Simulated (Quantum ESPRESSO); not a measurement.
**MgS (Niningerite): from strain to phonon shift**

Wanted: the shift of the optical mode of MgS (Niningerite) in a strained (001) layer.

Main program and level: Quantum ESPRESSO 7.5; DFT LDA, scalar-relativistic, plane waves, JTH PAW pseudopotentials.

## (1) The relaxed structure

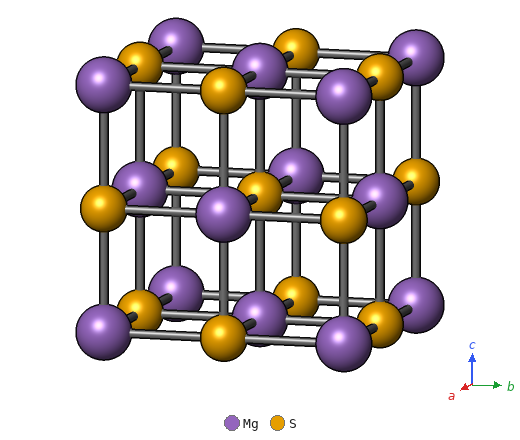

Start, viewed slightly off an axis; magnesium purple, sulfur orange. This picture shows the conventional cell, with its axes. Some periodic images of atoms are drawn too.

As a file:

```cif
data_structure
_symmetry_space_group_name_H-M 'Fm-3m'
_symmetry_Int_Tables_number 225
_cell_length_a 5.1326
_cell_length_b 5.1326
_cell_length_c 5.1326
_cell_angle_alpha 90.000
_cell_angle_beta 90.000
_cell_angle_gamma 90.000
_cell_volume 135.21
loop_
_atom_site_label
_atom_site_type_symbol
_atom_site_symmetry_multiplicity
_atom_site_Wyckoff_symbol
_atom_site_fract_x
_atom_site_fract_y
_atom_site_fract_z
_atom_site_occupancy
Mg1 Mg 4 a 0.00000 0.00000 0.00000 1
S1 S 4 b 0.00000 0.50000 0.00000 1
```

This is the cell after its relaxation at this level of theory, not the database cell from which that began.

## (2) Uniaxial strain

The relaxed cell is stretched along z alone. This keeps all atoms on sites fixed by symmetry and splits the threefold mode into a singlet, polarised along z, and a doublet. The macroscopic field is left out, so these are transverse modes. Cutoff 60 Ry, k mesh 8×8×8.

From the response at ε_zz = 0.005:

Output:

```text
[banners, grids, parts of the stress and lines that vanish by symmetry left out]
Program PHONON v.7.5
     Reading xml data from directory:

[...]
Exchange-correlation= PW
                           (   1   4   0   0   0   0   0)
[...]
kinetic-energy cut-off    =      60.0000  Ry
     charge density cut-off    =     480.0000  Ry
     convergence threshold     =      1.0E-18
[...]
Exchange-correlation= PW
                           (   1   4   0   0   0   0   0)
[...]
q = (   0.0000000   0.0000000   0.0000000 )
     17 Sym.Ops. (with q -> -q+G )
     G cutoff =  574.7770  (  40749 G-vectors)     FFT grid: ( 48, 48, 48)
     G cutoff =  287.3885  (  14333 G-vectors)  smooth grid: ( 36, 36, 36)
     number of k points=    59
[...]
Mode symmetry, D_4h(4/mmm) point group:
[...]
Representation #   1 mode #   1
[...]
End of self-consistent calculation
     Convergence has been achieved
     Representation #   2 mode #   2
[...]
End of self-consistent calculation
     Convergence has been achieved
     Representation #   3 modes #   3   4
[...]
End of self-consistent calculation
     Convergence has been achieved
     Representation #   4 modes #   5   6
[...]
End of self-consistent calculation
     Convergence has been achieved
[...]
q = (    0.000000000   0.000000000   0.000000000 )
[...]
freq (    1) =       0.025817 [THz] =       0.861156 [cm-1]
     freq (    2) =       0.075062 [THz] =       2.503785 [cm-1]
     freq (    3) =       0.075062 [THz] =       2.503785 [cm-1]
     freq (    4) =       7.221304 [THz] =     240.876768 [cm-1]
     freq (    5) =       7.605813 [THz] =     253.702618 [cm-1]
     freq (    6) =       7.605813 [THz] =     253.702618 [cm-1]
[...]
Mode symmetry, D_4h(4/mmm) point group:
     freq (   1-   1) =          0.9  [cm-1]   --> A_2u X_4' M_4'  I
     freq (   2-   3) =          2.5  [cm-1]   --> E_u  X_5' M_5'  I
     freq (   4-   4) =        240.9  [cm-1]   --> A_2u X_4' M_4'  I
     freq (   5-   6) =        253.7  [cm-1]   --> E_u  X_5' M_5'  I

   JOB DONE.
```

| ε_zz | singlet (cm⁻¹) | doublet (cm⁻¹) | σ_zz (GPa) | σ_xx (GPa) |
| --- | --- | --- | --- | --- |
| -0.01 | 277.24 | 251.15 | -1.697 | -0.393 |
| -0.005 | 265.06 | 252.09 | -0.800 | -0.172 |
| 0 | 252.94 | 252.94 | 0.045 | 0.045 |
| 0.005 | 240.88 | 253.70 | 0.841 | 0.257 |

Stress is counted positive in tension.

## (3) The fit

To first order ω² − ω₀² = p ε_zz + q (ε_xx + ε_yy) for the mode along z, and likewise for x and y. With ε_zz alone the singlet gives p and the doublet q.

The linear terms of parabolas through ω² are p = -19.12 ω₀² and q = 1.27 ω₀², with ω₀ = 252.9 cm⁻¹. Those of the stresses are C11 = 164 GPa and C12 = 43 GPa. Under hydrostatic strain p and q imply γ = −(p + 2q)/(6 ω₀²) = 2.76.

A layer held to an in-plane strain ε and free along z takes ε_zz = −2 (C12/C11) ε = -0.523 ε. To first order the singlet then shifts by (q − p C12/C11) ε / ω₀ = 1586 ε cm⁻¹. For ε = -0.006, ε_zz = 0.00313, the formulas for ω² predict 243.25 cm⁻¹ for the singlet and 266.62 cm⁻¹ for the doublet.

## (4) A biaxially strained cell

This run was no part of the fit.

Output:

```text
[banners, grids, parts of the stress and lines that vanish by symmetry left out]
[banner, memory and clock lines left out]
Program PHONON v.7.5

[...]
Exchange-correlation= PW
                           (   1   4   0   0   0   0   0)
[...]
kinetic-energy cut-off    =      60.0000  Ry
     charge density cut-off    =     480.0000  Ry
     convergence threshold     =      1.0E-18
[...]
Exchange-correlation= PW
                           (   1   4   0   0   0   0   0)
[...]
q = (   0.0000000   0.0000000   0.0000000 )
     17 Sym.Ops. (with q -> -q+G )
     G cutoff =  570.2820  (  40141 G-vectors)     FFT grid: ( 48, 48, 48)
     G cutoff =  285.1410  (  14211 G-vectors)  smooth grid: ( 36, 36, 36)
     number of k points=    59
[...]
Mode symmetry, D_4h(4/mmm) point group:
[...]
Representation #   1 mode #   1
[...]
End of self-consistent calculation
     Convergence has been achieved
     Representation #   2 mode #   2
[...]
End of self-consistent calculation
     Convergence has been achieved
     Representation #   3 modes #   3   4
[...]
End of self-consistent calculation
     Convergence has been achieved
     Representation #   4 modes #   5   6
[...]
End of self-consistent calculation
     Convergence has been achieved
[...]
q = (    0.000000000   0.000000000   0.000000000 )
[...]
freq (    1) =       0.013856 [THz] =       0.462176 [cm-1]
     freq (    2) =       0.071601 [THz] =       2.388366 [cm-1]
     freq (    3) =       0.071601 [THz] =       2.388366 [cm-1]
     freq (    4) =       7.293442 [THz] =     243.283045 [cm-1]
     freq (    5) =       8.003098 [THz] =     266.954599 [cm-1]
     freq (    6) =       8.003098 [THz] =     266.954599 [cm-1]
[...]
Mode symmetry, D_4h(4/mmm) point group:
     freq (   1-   1) =          0.5  [cm-1]   --> A_2u X_4' M_4'  I
     freq (   2-   3) =          2.4  [cm-1]   --> E_u  X_5' M_5'  I
     freq (   4-   4) =        243.3  [cm-1]   --> A_2u X_4' M_4'  I
     freq (   5-   6) =        267.0  [cm-1]   --> E_u  X_5' M_5'  I
```

| mode | predicted (cm⁻¹) | run (cm⁻¹) |
| --- | --- | --- |
| singlet | 243.25 | 243.28 |
| doublet | 266.62 | 266.95 |

The stress along z is 0.039 GPa and that in the plane -1.108 GPa; the unstrained cell carries 0.045 GPa.

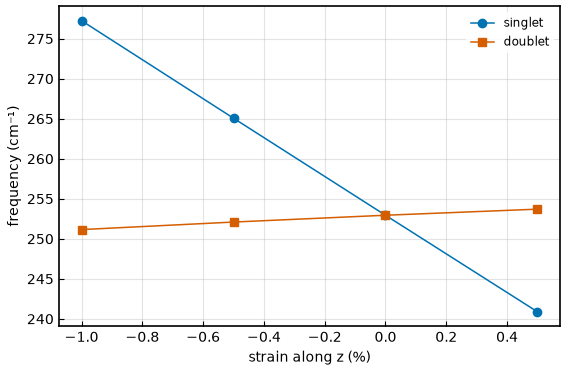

The two components under uniaxial strain.

## (5) Summary of results

* p (in units of the squared frequency): -19.12
* q (same units): 1.273
* shift of the singlet per unit of biaxial strain: 1586 cm⁻¹
* C11 and C12: 164 and 43 GPa

**Reading.** To first order, one per cent of tensile biaxial strain moves the singlet of MgS (Niningerite) by 15.9 cm⁻¹ and the doublet by -23.4 cm⁻¹; the formulas miss the test run by up to 0.33 cm⁻¹. In the rock-salt structure this mode is infrared active and has no first-order Raman line. The third potential, r, needs shear strain, which was not run. Runs of the series that gave no result are left out: uni0.01-ph (refused). These are harmonic values at zero temperature.

[Host names and launcher messages were left out of these logs when they were recorded.]

[Logs are printed without paths, hosts, clocks, repeated set-up lines and the standing remarks that a program may print on its own settings, such as how far it seeks lower states.]

[Hosts, paths, dates, database ids (printed as entryN), source tags and the programs' standing remarks are cut or masked in the printed files.]
